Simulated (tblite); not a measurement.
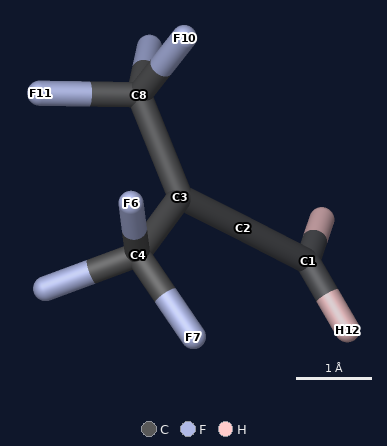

*The starting structure (stick view, seen at a tilt; atoms are numbered from 1 in the order of the input).*

Bond lengths as drawn: C–C 1.29 to 1.48 Å, C–F 1.35 to 1.37 Å and C–H 1.08 Å.

**Geometry relaxation of C$_{5}$H$_{2}$F$_{6}$**

The run: geometry relaxation of C$_{5}$H$_{2}$F$_{6}$, SMILES C=C=C(C(F)(F)F)C(F)(F)F. Method and program: GFN2-xTB geometry optimisation, gas phase (tblite 0.8.0).

### Output
```
step      E/eV     max force
  0   -1088.29037    3.435
  1   -1088.37252    5.287
  2   -1088.55459    1.214
  3   -1088.67668    1.204
  4   -1089.00553    4.068
  5   -1089.16894    3.075
  6   -1089.35065    1.158
  7   -1089.47609    2.127
  8   -1089.64390    3.024
  9   -1089.79514    2.033
 10   -1089.90315    0.848
 11   -1089.97494    1.445
 12   -1090.07437    2.325
 13   -1090.13374    1.306
 14   -1090.17042    0.417
 15   -1090.17540    0.355
 16   -1090.18449    0.140
 17   -1090.18618    0.143
 18   -1090.18912    0.143
 19   -1090.19109    0.087
 20   -1090.19199    0.034
 21   -1090.19219    0.034
 22   -1090.19227    0.029
 23   -1090.19234    0.020
 24   -1090.19240    0.013
 25   -1090.19243    0.012
 26   -1090.19245    0.011
 27   -1090.19248    0.011
 28   -1090.19252    0.014
 29   -1090.19256    0.014
 30   -1090.19258    0.016
 31   -1090.19261    0.015
 32   -1090.19266    0.015
 33   -1090.19269    0.010
 34   -1090.19271    0.008
```

### Trajectory as extended XYZ (Å, eV, eV/Å), 8 of the 35 frames kept, from step=0 to step=34
```
13
Properties=species:S:1:pos:R:3:forces:R:3 step=0 energy=-1088.29037
C     2.4635    0.2454   -0.1566   -1.3450  -0.0880   0.0510
C     1.1607    0.1223   -0.0846    3.4230   0.2470  -0.1450
C    -0.1216   -0.0170    0.0098   -1.8890   0.1870   0.0110
C    -0.8366   -1.2435    0.3699   -0.4150  -2.0420  -0.1250
F    -1.3201   -1.9041   -0.7015   -0.1730  -0.2670   0.2510
F    -1.8898   -1.0337    1.2069    0.8780  -0.0070  -0.6870
F    -0.0238   -2.1302    1.0173   -0.4650   0.5410  -0.3910
C    -1.1028    1.0586   -0.2558   -0.8310   1.3970   0.5040
F    -0.5708    2.0690   -0.9859   -0.2950  -0.5110   0.4540
F    -1.5784    1.6083    0.8912   -0.1390   0.1880  -0.5490
F    -2.1910    0.6189   -0.9594    1.0540   0.3200   0.6630
H     3.1139   -0.4981    0.2773    0.0480   0.7260   0.9690
H     2.8924    1.1046   -0.6462    0.1510  -0.6890  -1.0070
13
Properties=species:S:1:pos:R:3:forces:R:3 step=5 energy=-1089.16894
C     2.4662    0.2506   -0.1572   -1.3470  -0.1270   0.0850
C     1.1533    0.1109   -0.0707    3.0410   0.3760  -0.2610
C    -0.1331   -0.0149    0.0039   -1.1170  -0.1610   0.0990
C    -0.8364   -1.3451    0.2647   -0.1140   0.2460   0.3790
F    -1.3899   -2.0505   -0.7304    0.5340   0.3240   0.2490
F    -1.8183   -1.0513    1.1300   -0.5020  -0.1070  -0.0460
F    -0.0293   -2.1495    0.9804    0.1190  -0.1880  -0.6310
C    -1.1158    1.1430   -0.1457    0.0620  -0.1650  -0.4070
F    -0.5803    2.0911   -0.9356    0.2510   0.2280   0.4870
F    -1.6684    1.7430    0.9084    0.4530  -0.1810  -0.0280
F    -2.1152    0.6581   -0.8856   -0.6480  -0.1220  -0.0290
H     3.1305   -0.2999    0.5216   -0.4090   0.9900   0.1370
H     2.9322    0.9150   -0.9016   -0.3230  -1.1130  -0.0350
13
Properties=species:S:1:pos:R:3:forces:R:3 step=10 energy=-1089.90315
C     2.4493    0.2493   -0.1516   -0.6170  -0.0790   0.0300
C     1.1680    0.1193   -0.0806   -0.4400  -0.0440   0.1010
C    -0.1366   -0.0115    0.0061   -0.1600  -0.0580   0.0260
C    -0.8334   -1.3351    0.2817    0.0610  -0.2390  -0.1950
F    -1.3080   -2.0397   -0.7486   -0.2050   0.4770  -0.6700
F    -1.8926   -1.1193    1.0802    0.4850  -0.2560   0.1570
F     0.0168   -2.2145    0.8292    0.0430   0.2720   0.7190
C    -1.1120    1.1429   -0.1632    0.0690   0.1630   0.1830
F    -0.5201    2.1612   -0.8036   -0.1020  -0.2380  -0.6100
F    -1.5892    1.7423    0.9321    0.0340  -0.4610   0.5240
F    -2.1940    0.7057   -0.8313    0.3950   0.4030  -0.1900
H     3.0460    0.1627    0.7385    0.1500   0.3510  -0.0190
H     2.9014    0.4373   -1.1068    0.2860  -0.2920  -0.0550
13
Properties=species:S:1:pos:R:3:forces:R:3 step=15 energy=-1090.17540
C     2.4001    0.2416   -0.1495    0.3510   0.0460  -0.0290
C     1.1269    0.1175   -0.0731   -0.1730  -0.0570   0.0340
C    -0.1686   -0.0180    0.0097    0.2180   0.0590  -0.0440
C    -0.8249   -1.3415    0.2840   -0.0110   0.0210   0.0130
F    -1.2714   -1.9235   -0.8365    0.0060  -0.1140   0.0430
F    -1.8710   -1.2020    1.1014   -0.0270  -0.1350   0.0240
F     0.0276   -2.1954    0.8642   -0.0900  -0.0460  -0.0630
C    -1.1031    1.1455   -0.1675   -0.0540  -0.0040   0.0020
F    -0.5166    2.1466   -0.8354   -0.0680   0.0210   0.0800
F    -1.5162    1.6392    1.0078   -0.0240   0.1100  -0.0580
F    -2.1928    0.7946   -0.8547   -0.0480   0.1100  -0.0020
H     3.0006    0.3980    0.7387   -0.0680   0.0640  -0.2180
H     2.9050    0.1980   -1.1069   -0.0120  -0.0740   0.2170
13
Properties=species:S:1:pos:R:3:forces:R:3 step=19 energy=-1090.19109
C     2.4049    0.2432   -0.1506   -0.0730  -0.0120   0.0100
C     1.1291    0.1132   -0.0705    0.0000   0.0080  -0.0110
C    -0.1668   -0.0168    0.0077   -0.0860  -0.0050   0.0140
C    -0.8258   -1.3457    0.2853    0.0170  -0.0300  -0.0170
F    -1.2621   -1.9254   -0.8417   -0.0350  -0.0320  -0.0220
F    -1.8762   -1.2372    1.1008    0.0110   0.0110  -0.0050
F     0.0244   -2.2100    0.8509    0.0250   0.0050   0.0130
C    -1.1061    1.1515   -0.1690    0.0150   0.0140   0.0230
F    -0.5200    2.1614   -0.8211    0.0190   0.0040  -0.0200
F    -1.5091    1.6440    1.0108   -0.0310   0.0270   0.0260
F    -2.2058    0.8263   -0.8513    0.0220  -0.0040  -0.0030
H     2.9929    0.4757    0.7209    0.0580   0.0090  -0.0210
H     2.9163    0.1203   -1.0901    0.0570   0.0060   0.0140
13
Properties=species:S:1:pos:R:3:forces:R:3 step=24 energy=-1090.19240
C     2.4020    0.2423   -0.1502   -0.0020   0.0010  -0.0010
C     1.1259    0.1136   -0.0713    0.0070   0.0030   0.0000
C    -0.1710   -0.0171    0.0088   -0.0010  -0.0050   0.0010
C    -0.8265   -1.3490    0.2829   -0.0020  -0.0020   0.0020
F    -1.2662   -1.9333   -0.8412    0.0000   0.0040   0.0090
F    -1.8753   -1.2381    1.1006    0.0010  -0.0100   0.0000
F     0.0268   -2.2097    0.8500    0.0100   0.0050  -0.0050
C    -1.1072    1.1541   -0.1659    0.0020   0.0010  -0.0030
F    -0.5179    2.1612   -0.8208    0.0120  -0.0010   0.0040
F    -1.5141    1.6511    1.0112   -0.0030  -0.0020  -0.0100
F    -2.2041    0.8273   -0.8519   -0.0030   0.0100   0.0030
H     2.9999    0.4742    0.7161   -0.0110  -0.0030  -0.0040
H     2.9233    0.1237   -1.0860   -0.0090   0.0000   0.0050
13
Properties=species:S:1:pos:R:3:forces:R:3 step=29 energy=-1090.19256
C     2.4001    0.2422   -0.1503   -0.0040   0.0000   0.0010
C     1.1241    0.1142   -0.0713   -0.0090  -0.0080   0.0010
C    -0.1727   -0.0175    0.0093   -0.0030   0.0050  -0.0020
C    -0.8263   -1.3498    0.2834    0.0050  -0.0020   0.0020
F    -1.2667   -1.9337   -0.8403    0.0040  -0.0050  -0.0030
F    -1.8748   -1.2436    1.1018    0.0070  -0.0020   0.0110
F     0.0319   -2.2074    0.8478   -0.0020  -0.0100   0.0010
C    -1.1067    1.1547   -0.1663   -0.0030   0.0060  -0.0020
F    -0.5119    2.1599   -0.8191   -0.0020   0.0070  -0.0010
F    -1.5151    1.6519    1.0100    0.0040   0.0060   0.0050
F    -2.2046    0.8325   -0.8528    0.0040   0.0020  -0.0130
H     2.9968    0.4775    0.7153    0.0000  -0.0030   0.0070
H     2.9216    0.1196   -1.0851   -0.0020   0.0030  -0.0060
13
Properties=species:S:1:pos:R:3:forces:R:3 step=34 energy=-1090.19271
C     2.3971    0.2422   -0.1503    0.0010  -0.0030   0.0010
C     1.1213    0.1127   -0.0711    0.0030   0.0070  -0.0020
C    -0.1755   -0.0174    0.0096    0.0010  -0.0050   0.0030
C    -0.8251   -1.3518    0.2844   -0.0040  -0.0010   0.0010
F    -1.2667   -1.9368   -0.8384   -0.0010   0.0020   0.0030
F    -1.8707   -1.2490    1.1068   -0.0010  -0.0010   0.0030
F     0.0367   -2.2081    0.8459    0.0000   0.0010  -0.0040
C    -1.1067    1.1572   -0.1672    0.0030  -0.0040  -0.0010
F    -0.5067    2.1611   -0.8179   -0.0050   0.0010   0.0030
F    -1.5166    1.6558    1.0081    0.0000  -0.0040  -0.0060
F    -2.2026    0.8380   -0.8582    0.0020   0.0040  -0.0010
H     2.9934    0.4736    0.7167    0.0020   0.0010  -0.0010
H     2.9177    0.1229   -1.0861    0.0000   0.0010   0.0010
```

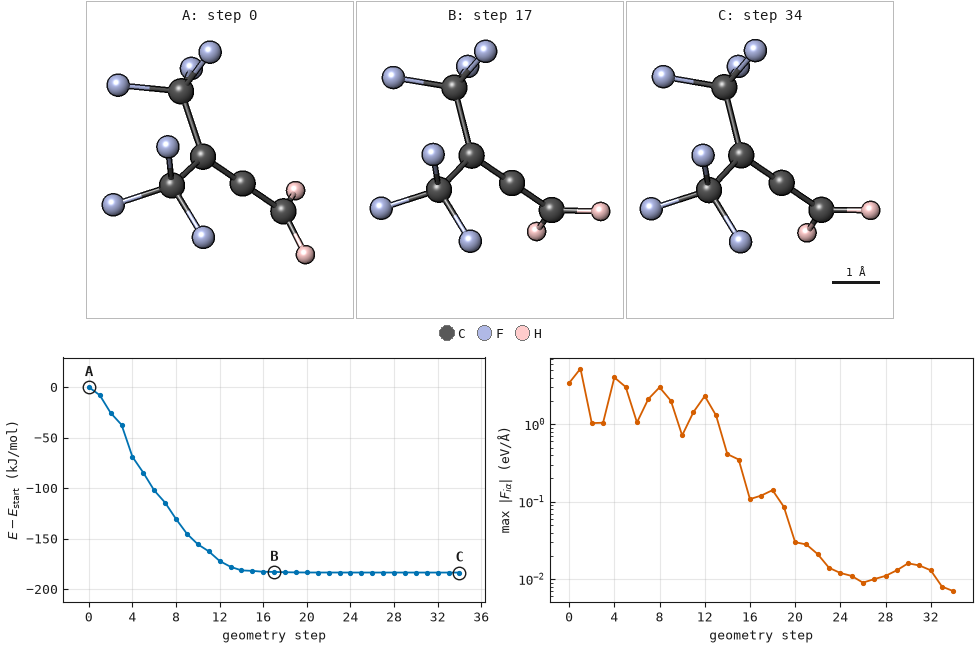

*Frames of the relaxation (ball-and-stick view, seen at a tilt) above the curves, on which the letters mark them (steps are counted from 0).*

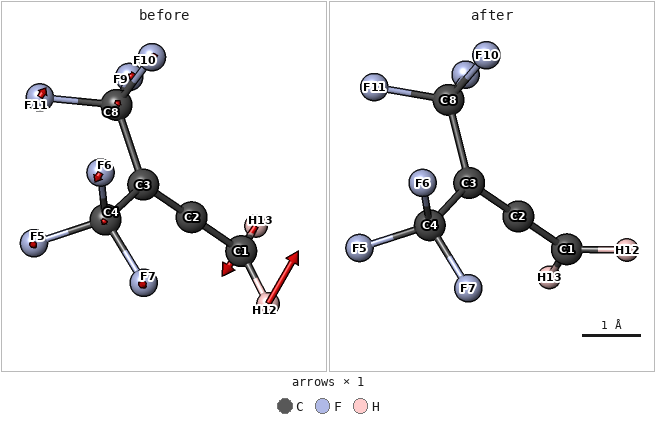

*Before (left) and after (right) the relaxation, at one scale (ball-and-stick view, seen at a tilt). The red arrows give the displacements, at true length.*

The largest moves after the best rigid fit, 1.09 Å, are those of H12 and H13. Largest moves by element: H 1.09 Å, F 0.21 Å, C 0.12 Å. Distances before and after: C3–C4 1.465 → 1.509 Å, C8–F11 1.368 → 1.334 Å, C3–C8 1.480 → 1.509 Å, C4–F7 1.366 → 1.338 Å. Among the angles that change: C4–C3–C8 109.2° → 116.3°, C2–C3–C4 126.3° → 121.8°, C2–C3–C8 124.5° → 121.9°. After 34 geometry steps the energy has fallen by 183.5 kJ/mol. Largest force component: 3.4 eV/Å at the start, 0.007 eV/Å at the end. (Atoms are counted from 1 in the order of the input.)

The run was set up as follows.

### Input
```
{"job": {"kind": "relax", "xc": "GFN2-xTB", "basis": "xTB"}, "charge": 0, "multiplicity": 1}
C      2.463500     0.245400    -0.156600
C      1.160700     0.122300    -0.084600
C     -0.121600    -0.017000     0.009800
C     -0.836600    -1.243500     0.369900
F     -1.320100    -1.904100    -0.701500
F     -1.889800    -1.033700     1.206900
F     -0.023800    -2.130200     1.017300
C     -1.102800     1.058600    -0.255800
F     -0.570800     2.069000    -0.985900
F     -1.578400     1.608300     0.891200
F     -2.191000     0.618900    -0.959400
H      3.113900    -0.498100     0.277300
H      2.892400     1.104600    -0.646200
```

The first line tells a small driver script what to run in tblite; the rest is the geometry in Å.

Launched with:
```bash
OMP_NUM_THREADS=2 python <driver script> task.json out
```

### Key numbers

| quantity | value |
| --- | --- |
| outcome | converged |
| total energy | −1090.1927 eV |
| hardware | 2 CPU threads, shared host |
| peak memory | 0.18 GiB |
